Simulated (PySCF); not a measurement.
# Two runs on C₂H₅BrS₂Si

System: C₂H₅BrS₂Si, SMILES Br[SiH]1SCCS1.
Method of the first run: TDDFT PBE0/def2-SVP, vertical, gas phase, core orbitals frozen in the response (PySCF 2.14.0).

The geometry comes from this level: PBE0-D3(BJ)/def2-SVP. Text and figures count atoms from 1; the logs count them from 0 in places.

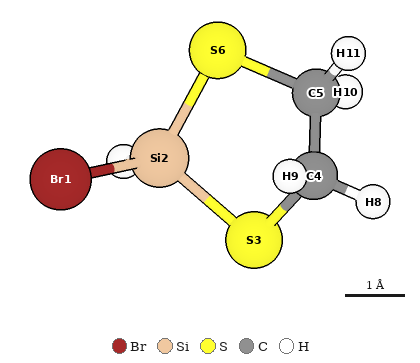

The input geometry (ball-and-stick view, seen at a tilt; atoms are numbered from 1 in the order of the input). Bond lengths as drawn: Br–Si 2.23 Å, C–C 1.51 Å, C–H 1.10 Å, C–S 1.83 Å, H–Si 1.48 Å and S–Si 2.13 to 2.14 Å.

## Input, the first run
```
{"job": {"kind": "uv", "xc": "PBE0", "basis": "def2-SVP"}, "charge": 0, "multiplicity": 1}
Br     3.251705    -0.711443     1.056390
Si     1.795942    -0.568737    -0.628040
S      0.474071     1.102034    -0.522417
C     -0.890256     0.134431     0.228260
C     -1.102600    -1.167395    -0.514393
S      0.413316    -2.199489    -0.532319
H      2.624868    -0.496996    -1.856712
H     -1.785383     0.771448     0.159974
H     -0.670269    -0.044281     1.291662
H     -1.421077    -0.980133    -1.550468
H     -1.870853    -1.777950    -0.014259
```

The first line tells a small driver script what to run in PySCF; the rest is the geometry in Å.

Command:
```bash
OMP_NUM_THREADS=1 python <driver script> task.json out
```

Hardware: 1 CPU thread, shared host.

## Output (the first run)
```
coarse grid: 49096 points
cycle   1  E = -3737.8357112966  dE = -4.421e-01  |g| = 2.952e-01  |ddm| = 3.595e+00
cycle   2  E = -3737.8279377169  dE =  7.774e-03  |g| = 3.371e-01  |ddm| = 9.550e-01
cycle   3  E = -3737.8637081927  dE = -3.577e-02  |g| = 5.320e-02  |ddm| = 5.390e-01
cycle   4  E = -3737.8644748659  dE = -7.667e-04  |g| = 1.139e-02  |ddm| = 9.128e-02
cycle   5  E = -3737.8645092482  dE = -3.438e-05  |g| = 4.875e-03  |ddm| = 2.455e-02
cycle   6  E = -3737.8645155114  dE = -6.263e-06  |g| = 1.451e-03  |ddm| = 7.048e-03
final grid: 97768 points
cycle   7  E = -3737.8645171437  dE =  5.707e-07  |g| = 2.073e-03  |ddm| = 4.063e-03
cycle   8  E = -3737.8645156430  dE =  1.501e-06  |g| = 3.108e-03  |ddm| = 5.377e-03
cycle   9  E = -3737.8645183024  dE = -2.659e-06  |g| = 1.029e-04  |ddm| = 3.333e-03
cycle  10  E = -3737.8645183049  dE = -2.453e-09  |g| = 1.514e-05  |ddm| = 1.581e-04
cycle  11  E = -3737.8645183049  dE = -5.912e-11  |g| = 3.911e-06  |ddm| = 2.571e-05
converged SCF energy = -3737.8645183049

Static polarisability (au): isotropic 87.687, principal 71.269 82.268 109.523

Singlet excitations
state   eV       nm        f      main configurations
  1   5.4475    227.6   0.00101   H->L 0.95
  2   5.7626    215.2   0.00121   H-1->L 0.89
  3   6.0018    206.6   0.01033   H->L+1 0.79, H->L+2 0.08
  4   6.2317    199.0   0.01003   H->L+2 0.85
  5   6.3359    195.7   0.00719   H-1->L+1 0.64, H-1->L+2 0.24
  6   6.5360    189.7   0.03473   H-1->L+2 0.65, H-1->L+1 0.23
  7   6.9331    178.8   0.00776   H-2->L+1 0.35, H-3->L 0.32, H-2->L 0.24
  8   6.9500    178.4   0.00446   H-2->L+1 0.58, H-3->L 0.18, H-3->L+1 0.11
  9   7.0404    176.1   0.00909   H-3->L+1 0.61, H-3->L+2 0.12, H-2->L+2 0.10
 10   7.0763    175.2   0.01863   H-2->L 0.46, H-3->L 0.31

Triplet excitations (Tamm-Dancoff, eV): 5.0329 5.3201 5.5356 5.6573
```

The input of the second run differs as follows (lines with − go, lines with + come):
```diff
-"basis": "def2-SVP"
+"basis": "6-31G*"
```

How does the second run compare with the first run?

The total energy of the second run is 216.0 kcal/mol lower, which measures the change of basis and not a stability. The LUMO goes from −0.24 to −0.41 eV. The dipole moment goes from 2.61 to 2.80 D. The lowest excitation goes from 5.45 to 5.32 eV. The strongest computed line goes from 6.54 to 6.37 eV. The number of SCF iterations is the same. The basis functions go from 139 to 124.

## Output (the second run)
```
coarse grid: 49096 points
cycle   1  E = -3738.1759384556  dE = -3.731e-01  |g| = 3.043e-01  |ddm| = 3.425e+00
cycle   2  E = -3738.1696926004  dE =  6.246e-03  |g| = 3.397e-01  |ddm| = 1.046e+00
cycle   3  E = -3738.2078979897  dE = -3.821e-02  |g| = 5.200e-02  |ddm| = 5.912e-01
cycle   4  E = -3738.2086230479  dE = -7.251e-04  |g| = 1.139e-02  |ddm| = 8.760e-02
cycle   5  E = -3738.2086588476  dE = -3.580e-05  |g| = 5.446e-03  |ddm| = 2.393e-02
cycle   6  E = -3738.2086666377  dE = -7.790e-06  |g| = 1.432e-03  |ddm| = 7.337e-03
final grid: 97768 points
cycle   7  E = -3738.2087130944  dE =  4.558e-07  |g| = 1.976e-03  |ddm| = 3.596e-03
cycle   8  E = -3738.2087119234  dE =  1.171e-06  |g| = 2.851e-03  |ddm| = 5.112e-03
cycle   9  E = -3738.2087141279  dE = -2.204e-06  |g| = 1.248e-04  |ddm| = 3.086e-03
cycle  10  E = -3738.2087141314  dE = -3.529e-09  |g| = 1.452e-05  |ddm| = 1.667e-04
cycle  11  E = -3738.2087141314  dE = -5.457e-11  |g| = 3.861e-06  |ddm| = 2.811e-05
converged SCF energy = -3738.2087141314

Static polarisability (au): isotropic 89.679, principal 71.738 87.004 110.297

Singlet excitations
state   eV       nm        f      main configurations
  1   5.3156    233.2   0.00062   H->L 0.97
  2   5.6326    220.1   0.00519   H-1->L 0.90
  3   5.8479    212.0   0.01814   H->L+1 0.80, H->L+2 0.08
  4   6.0775    204.0   0.01432   H->L+2 0.87
  5   6.1980    200.0   0.01202   H-1->L+1 0.71, H-1->L+2 0.22
  6   6.3721    194.6   0.04208   H-1->L+2 0.70, H-1->L+1 0.21
  7   6.7556    183.5   0.01231   H-2->L+1 0.74, H-2->L 0.20
  8   6.8488    181.0   0.01741   H-3->L+1 0.71, H-3->L 0.16
  9   6.8982    179.7   0.00523   H-3->L 0.39, H-2->L 0.24, H-2->L+1 0.13
 10   7.0037    177.0   0.01819   H-2->L 0.40, H-3->L 0.27, H-2->L+1 0.11

Triplet excitations (Tamm-Dancoff, eV): 4.9185 5.2060 5.3838 5.5201
```

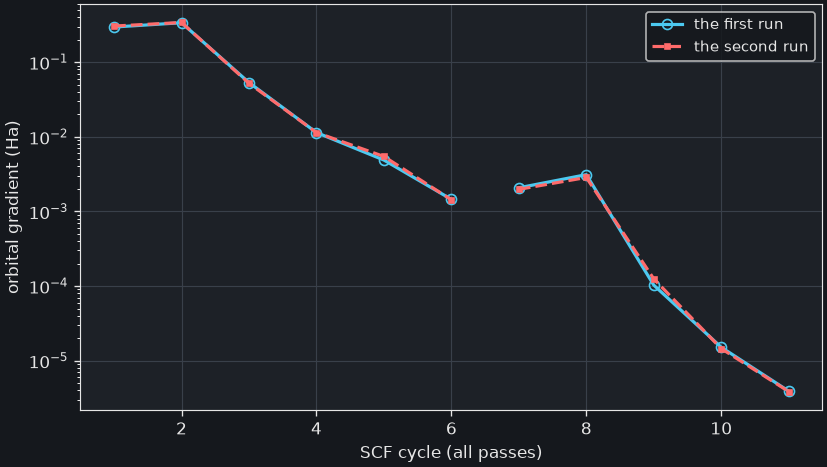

Convergence of the two runs: orbital gradient against the SCF cycle. A break in a curve parts two SCF passes (coarse and final grid). The first run takes 11 cycles in all, and the second run takes 11.

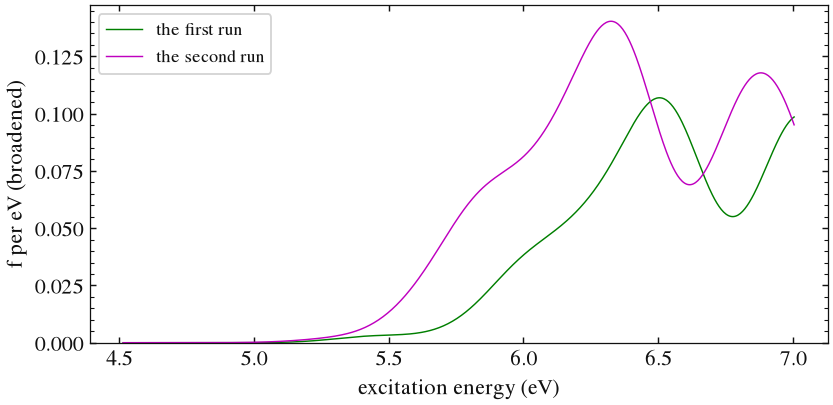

Absorption of the two runs from their computed states, each broadened by a Gaussian of 0.35 eV full width; the range ends where the shorter list of states ends.

## The two runs side by side

```tsv
quantity	the first run	the second run
outcome	converged	converged
total energy (hartree)	−3737.864518	−3738.208714
HOMO (eV)	−7.20	−7.24
LUMO (eV)	−0.24	−0.41
dipole moment (D)	2.61	2.80
lowest excitation (eV)	5.45	5.32
SCF iterations	11	11
strongest computed line (eV)	6.54	6.37
basis functions	139	124
wall time (shared host)	32 s	28 s
```

For both runs: Spin–orbit coupling is left out, which matters for the heavy atoms.
